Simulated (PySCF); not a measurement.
**TaN₂: quartet, from a linear start**

The task is one start of a wider search on TaN₂: the quartet, from a linear start. It is relaxed, tested by its Hessian and followed downhill if it is a saddle.

The runs use PySCF 2.14.0; PBE0, basis Ta def2-TZVP with ECP60, N def2-TZVP, scalar-relativistic core potentials, no spin–orbit coupling, density fitting.

**1. The starting structure**

3 atoms, charge 0, spin multiplicity 4.

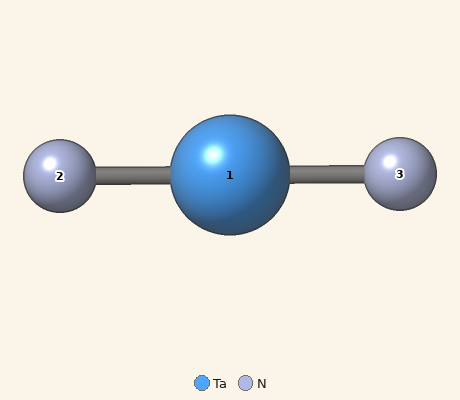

The starting geometry (tantalum blue, nitrogen light blue); atoms are numbered from 1 in the order of the file.

```xyz
3
charge 0 multiplicity 4
Ta    0.0000    0.0000    0.0000
N     0.0000    0.0000    1.8600
N     0.0000    0.0000   -1.8600
```

**2. The SCF at the typed geometry**

One driver script runs all steps and calls PySCF; scf.py shows how it sets up the SCF of each step. The optimiser is the driver's own. After this first run the driver tries any further starts and a stability analysis.

scf.py

```python
from pyscf import gto, scf, dft
mol = gto.M(atom='''
Ta     0.000000     0.000000     0.000000
N      0.000000     0.000000     1.860000
N      0.000000     0.000000    -1.860000''',
    basis={'Ta': 'def2-TZVP', 'N': 'def2-TZVP'},
    ecp={'Ta': 'def2-TZVP'},
    charge=0, spin=3)
mf = dft.UKS(mol, xc='PBE0')
mf.grids.atom_grid = (50, 194)
aux = {'Ta': 'def2-universal-JKFIT', 'N': 'def2-universal-JKFIT'}
mf = mf.density_fit(auxbasis=aux)
mf.conv_tol = 1e-08
mf.diis_space = 10
mf.max_cycle = 60
mf.init_guess = 'minao'
mf.verbose = 4
mf.kernel()
```

Command:

```
$ OMP_NUM_THREADS=4 python axn.py task.json out
```

Further steps of the session: Linear start, quartet: relaxation; Frequencies; Following the imaginary mode; Vibrations and properties at this point.

**Question.** What will these runs give? Wanted: minimum; geometry; wavenumbers; dipole moment; highest occupied, lowest empty level; polar-tensor charge of Ta1; zero-point energy; atomisation energy; ⟨S²⟩.

As calculated:

| quantity | value |
| --- | --- |
| minimum | quartet, C2v |
| geometry | Ta–N 1.812 Å (×2); N–Ta–N 109.9° |
| wavenumbers (cm⁻¹) | 247 (a1), 883 (a1), 1108 (b2) |
| dipole moment | 4.59 D |
| highest occupied, lowest empty level (either spin) | -6.40, -5.18 eV |
| polar-tensor charge of Ta1 | +1.57 e |
| zero-point energy | 13.4 kJ/mol |
| entropy at 298.15 K | 287.3 J/(mol K) |
| atomisation energy (no zero-point energy) | 815 kJ/mol |
| ⟨S²⟩ | 3.845 |

What this shows: From D∞h at the start the molecule goes to a C2v minimum, after a stop at a second-order saddle point 173.5 kJ/mol higher, from which it was pushed off along an imaginary mode. The strongest infrared band lies at 1108 cm⁻¹ (b2, stretch). Only this shape and spin were tried, so other structures or states may lie lower. One determinant may miss the lowest occupation of an open d or f shell. With an element this heavy the missing spin–orbit coupling can shift these numbers.
